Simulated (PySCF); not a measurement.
C$_{2}$H$_{5}$Cl$_{3}$Ti: geometry relaxation

C$_{2}$H$_{5}$Cl$_{3}$Ti, SMILES C[CH2][Ti]([Cl])([Cl])[Cl], computed with PBE0-D3(BJ)/def2-SVP geometry optimisation, gas phase (PySCF 2.14.0).

It belongs to a series of runs on one base structure; here: one ligand: Cl to Et.

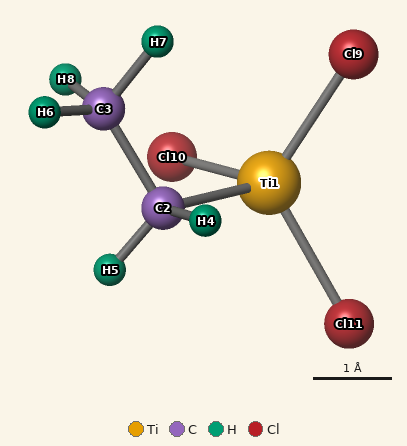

Fig. 1: The input geometry (ball-and-stick view, seen at a tilt; atoms are numbered from 1 in the order of the input). Sticks mark near contacts.

Key numbers

```json
{"quantity": "outcome", "value": "converged"}
{"quantity": "total energy", "value": "−2308.153498 hartree"}
{"quantity": "dipole moment", "value": "2.04 D"}
{"quantity": "point group", "value": "C1"}
{"quantity": "hardware", "value": "1 CPU thread, shared host"}
{"quantity": "wall time", "value": "3.9 min"}
{"quantity": "peak memory", "value": "0.54 GiB"}
```

The input
```
{"job": {"xc": "PBE0", "basis": "def2-SVP", "d3": "d3bj", "grid": 1, "maxiter": 40, "shake": 0.03, "kind": "geom"}, "charge": 0, "multiplicity": 1}
Ti    -0.207370    -0.449290    -1.416000
C     -0.332950    -0.492740     0.600220
C      0.437870     0.703830     1.098720
H      0.226300    -1.412340     0.973490
H     -1.360340    -0.426240     0.954170
H      0.479990     0.758570     2.211120
H      1.571270     0.627770     0.803520
H      0.122920     1.671740     0.746940
Cl     1.774700    -0.357160    -1.948150
Cl    -1.298450     1.412560    -1.923690
Cl    -1.315880    -2.122190    -2.069450
```

The first line tells a small driver script what to run in PySCF; the rest is the geometry in Å.

Run as:
```bash
OMP_NUM_THREADS=1 python <driver script> task.json out
```

What the program printed
```
step   0  E = -2308.13681079  max force = 0.059727
step   1  E = -2308.15144921  max force = 0.014488
step   2  E = -2308.15294077  max force = 0.004372
step   3  E = -2308.15328197  max force = 0.003839
step   4  E = -2308.15336560  max force = 0.003809
step   5  E = -2308.15346259  max force = 0.001600
step   6  E = -2308.15348410  max force = 0.000774
step   7  E = -2308.15349081  max force = 0.000660
step   8  E = -2308.15349662  max force = 0.000459
step   9  E = -2308.15349779  max force = 0.000362
optimisation converged
```

Trajectory as extended XYZ (Å, eV, eV/Å), 9 of the 10 frames kept, from step=0 to step=9
```
11
Properties=species:S:1:pos:R:3:forces:R:3 step=0 energy=-62807.60174
Ti   -0.2074   -0.4493   -1.4160   -2.6505   1.4029   0.8415
C    -0.3330   -0.4927    0.6002    1.3127  -0.4335   0.4826
C     0.4379    0.7038    1.0987    3.0713  -0.2471   0.3970
H     0.2263   -1.4123    0.9735   -0.9458   0.5253  -0.4597
H    -1.3603   -0.4262    0.9542   -0.5279  -0.4485  -0.0594
H     0.4800    0.7586    2.2111   -0.2550  -0.0742  -0.2924
H     1.5713    0.6278    0.8035   -1.8280   0.1346   0.3977
H     0.1229    1.6717    0.7469   -0.5416   0.6469  -0.3680
Cl    1.7747   -0.3572   -1.9482    2.6040  -0.0763  -0.7014
Cl   -1.2985    1.4126   -1.9237    0.2443  -0.3958   0.1476
Cl   -1.3159   -2.1222   -2.0694   -0.4835  -1.0344  -0.3856
11
Properties=species:S:1:pos:R:3:forces:R:3 step=1 energy=-62808.00008
Ti   -0.2401   -0.4373   -1.4193   -0.7450   0.3852   0.2112
C    -0.2874   -0.4828    0.6064    0.4547   0.4837   0.0532
C     0.4879    0.7289    1.1236    0.2482   0.0671   0.1342
H     0.2036   -1.4217    0.9134   -0.1140  -0.1483  -0.0548
H    -1.3375   -0.4699    0.9405   -0.0584  -0.1329  -0.1276
H     0.4899    0.7638    2.2279   -0.1516  -0.0165  -0.0201
H     1.5521    0.7043    0.8415   -0.0171  -0.1007  -0.1385
H     0.0926    1.6925    0.7657   -0.1321  -0.0865  -0.0013
Cl    1.8206   -0.4266   -2.0320    0.4696  -0.0687  -0.1086
Cl   -1.2959    1.4211   -1.8926    0.0864  -0.1755   0.0752
Cl   -1.3879   -2.1578   -2.0443   -0.0407  -0.2070  -0.0228
11
Properties=species:S:1:pos:R:3:forces:R:3 step=2 energy=-62808.04067
Ti   -0.2792   -0.4273   -1.4116   -0.1728  -0.0516  -0.0424
C    -0.2542   -0.4588    0.6023    0.2248   0.2185  -0.0127
C     0.5223    0.7434    1.1254   -0.1770  -0.0140   0.1018
H     0.2134   -1.4205    0.8725    0.0110  -0.0971  -0.0161
H    -1.3098   -0.4717    0.9243   -0.0255  -0.0077  -0.0592
H     0.5063    0.7614    2.2287    0.0076   0.0219  -0.0025
H     1.5749    0.7197    0.8179    0.1000  -0.0198  -0.0773
H     0.0877    1.6939    0.7763    0.0230  -0.0450   0.0169
Cl    1.7982   -0.4550   -2.0636    0.0089  -0.0120   0.0143
Cl   -1.3353    1.4157   -1.8697   -0.0348   0.0304   0.0195
Cl   -1.4262   -2.1863   -1.9716    0.0347  -0.0234   0.0577
11
Properties=species:S:1:pos:R:3:forces:R:3 step=3 energy=-62808.04995
Ti   -0.3314   -0.4297   -1.4104    0.0970  -0.1839  -0.1311
C    -0.2207   -0.4333    0.5942    0.0890   0.0227  -0.0329
C     0.5593    0.7586    1.1243   -0.1833  -0.0891   0.0306
H     0.2349   -1.4119    0.8325    0.0449  -0.0001   0.0016
H    -1.2784   -0.4626    0.9139   -0.0065   0.0499  -0.0013
H     0.5505    0.7641    2.2273    0.0629   0.0138   0.0034
H     1.6056    0.7326    0.7903    0.0377   0.0255  -0.0043
H     0.1106    1.7070    0.7909    0.0496   0.0019  -0.0058
Cl    1.7433   -0.4728   -2.1093   -0.1974   0.0264   0.0695
Cl   -1.4149    1.3972   -1.8566   -0.0461   0.0583   0.0135
Cl   -1.4607   -2.2349   -1.8662    0.0524   0.0746   0.0569
11
Properties=species:S:1:pos:R:3:forces:R:3 step=4 energy=-62808.05222
Ti   -0.3807   -0.4360   -1.4093    0.1581  -0.1327  -0.1094
C    -0.1933   -0.4183    0.5864   -0.0094  -0.0713  -0.0171
C     0.5913    0.7651    1.1163   -0.0892  -0.0516  -0.0013
H     0.2614   -1.4031    0.8045    0.0373   0.0330   0.0169
H    -1.2490   -0.4515    0.9166    0.0115   0.0445   0.0279
H     0.6038    0.7641    2.2191    0.0503  -0.0001   0.0047
H     1.6312    0.7397    0.7604    0.0228   0.0329   0.0187
H     0.1399    1.7160    0.7957    0.0306   0.0201  -0.0053
Cl    1.6776   -0.4737   -2.1516   -0.1959   0.0338   0.0680
Cl   -1.4935    1.3816   -1.8288   -0.0233   0.0318   0.0080
Cl   -1.4905   -2.2695   -1.7785    0.0074   0.0596  -0.0112
11
Properties=species:S:1:pos:R:3:forces:R:3 step=6 energy=-62808.05545
Ti   -0.4311   -0.4432   -1.4052   -0.0066   0.0286   0.0398
C    -0.1717   -0.4228    0.5877   -0.0192  -0.0094  -0.0097
C     0.6240    0.7593    1.1023    0.0397   0.0302  -0.0082
H     0.2962   -1.4022    0.7994   -0.0050  -0.0018   0.0051
H    -1.2156   -0.4470    0.9549    0.0072  -0.0130   0.0105
H     0.6758    0.7533    2.2043   -0.0047  -0.0064  -0.0023
H     1.6563    0.7437    0.7220   -0.0041  -0.0045  -0.0085
H     0.1706    1.7152    0.7994   -0.0117  -0.0020   0.0038
Cl    1.5955   -0.4531   -2.1876    0.0207   0.0052  -0.0136
Cl   -1.5552    1.3807   -1.7775    0.0049  -0.0129  -0.0091
Cl   -1.5466   -2.2694   -1.7690   -0.0211  -0.0139  -0.0079
11
Properties=species:S:1:pos:R:3:forces:R:3 step=7 energy=-62808.05563
Ti   -0.4407   -0.4449   -1.4003   -0.0182   0.0213   0.0331
C    -0.1679   -0.4239    0.5907   -0.0189   0.0007  -0.0021
C     0.6313    0.7602    1.0970    0.0246   0.0208  -0.0071
H     0.3028   -1.4021    0.8008   -0.0021  -0.0051   0.0008
H    -1.2079   -0.4485    0.9684    0.0042  -0.0113   0.0059
H     0.6935    0.7533    2.1985   -0.0019  -0.0018  -0.0026
H     1.6597    0.7467    0.7065   -0.0046  -0.0037  -0.0089
H     0.1722    1.7151    0.7992   -0.0073  -0.0045   0.0040
Cl    1.5809   -0.4523   -2.1933    0.0339  -0.0001  -0.0169
Cl   -1.5640    1.3791   -1.7718    0.0006  -0.0078  -0.0053
Cl   -1.5618   -2.2682   -1.7648   -0.0104  -0.0085  -0.0009
11
Properties=species:S:1:pos:R:3:forces:R:3 step=8 energy=-62808.05579
Ti   -0.4546   -0.4480   -1.3906   -0.0118  -0.0004  -0.0003
C    -0.1628   -0.4251    0.5968   -0.0198   0.0046   0.0169
C     0.6417    0.7636    1.0866   -0.0067  -0.0030  -0.0063
H     0.3130   -1.4016    0.8037    0.0050  -0.0020  -0.0052
H    -1.1963   -0.4525    0.9917    0.0015  -0.0020  -0.0010
H     0.7242    0.7568    2.1866    0.0049   0.0025  -0.0011
H     1.6617    0.7535    0.6752    0.0015   0.0031  -0.0051
H     0.1709    1.7154    0.7974    0.0002  -0.0017   0.0022
Cl    1.5616   -0.4542   -2.2000    0.0236  -0.0064  -0.0101
Cl   -1.5777    1.3747   -1.7642   -0.0056   0.0008   0.0031
Cl   -1.5837   -2.2682   -1.7522    0.0073   0.0045   0.0067
11
Properties=species:S:1:pos:R:3:forces:R:3 step=9 energy=-62808.05582
Ti   -0.4575   -0.4497   -1.3869    0.0008  -0.0060  -0.0129
C    -0.1621   -0.4254    0.5997   -0.0165   0.0022   0.0186
C     0.6432    0.7659    1.0820   -0.0102  -0.0086  -0.0063
H     0.3168   -1.4008    0.8051    0.0065   0.0009  -0.0053
H    -1.1933   -0.4548    1.0003    0.0013   0.0021  -0.0026
H     0.7351    0.7602    2.1813    0.0060   0.0017  -0.0001
H     1.6597    0.7582    0.6616    0.0003   0.0050  -0.0012
H     0.1670    1.7160    0.7962    0.0010   0.0005   0.0014
Cl    1.5586   -0.4572   -2.2007    0.0069  -0.0065  -0.0026
Cl   -1.5818    1.3718   -1.7621   -0.0057   0.0020   0.0051
Cl   -1.5877   -2.2697   -1.7456    0.0096   0.0067   0.0059
```

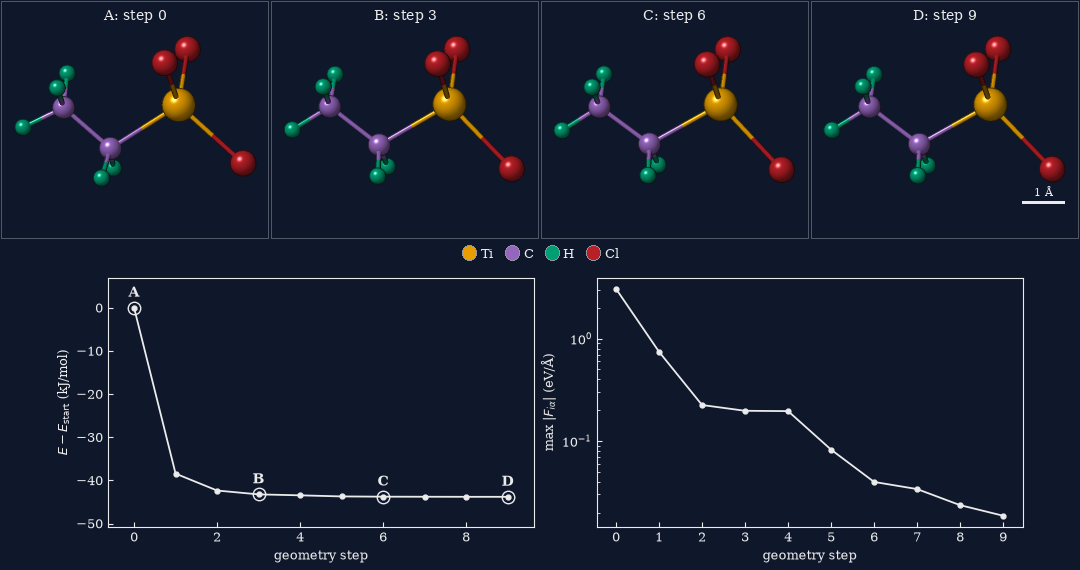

Fig. 2: Frames of the relaxation (ball-and-stick view, seen at a tilt) above the curves, on which the letters mark them (steps are counted from 0).

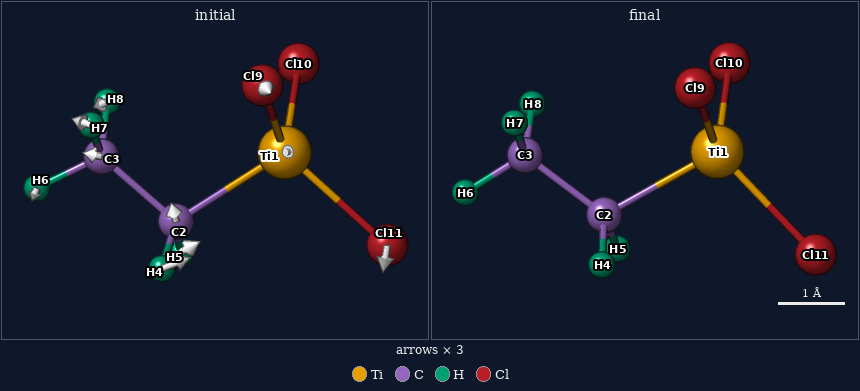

Fig. 3: Before (left) and after (right) the relaxation, at one scale (ball-and-stick view, seen at a tilt). The white arrows give the displacements, magnified 3 times. The largest move after the best rigid fit is that of H4, 0.16 Å. Largest moves by element: H 0.16 Å, Cl 0.15 Å, C 0.11 Å, Ti 0.08 Å. Among the contacts that change: Ti1–Cl9 2.054 → 2.174 Å, C3–H7 1.174 → 1.100 Å, Ti1–Cl11 2.111 → 2.172 Å, Ti1–Cl10 2.217 → 2.173 Å. Among the angles that change: Ti1–C2–H5 112.4° → 102.8°, C3–C2–H4 106.3° → 113.8°, Ti1–C2–C3 106.3° → 113.7°. Over 9 geometry steps the energy falls by 43.8 kJ/mol. Largest force component: 3.1 eV/Å at the start, 0.019 eV/Å at the end. (Atoms are counted from 1 in the order of the input.)
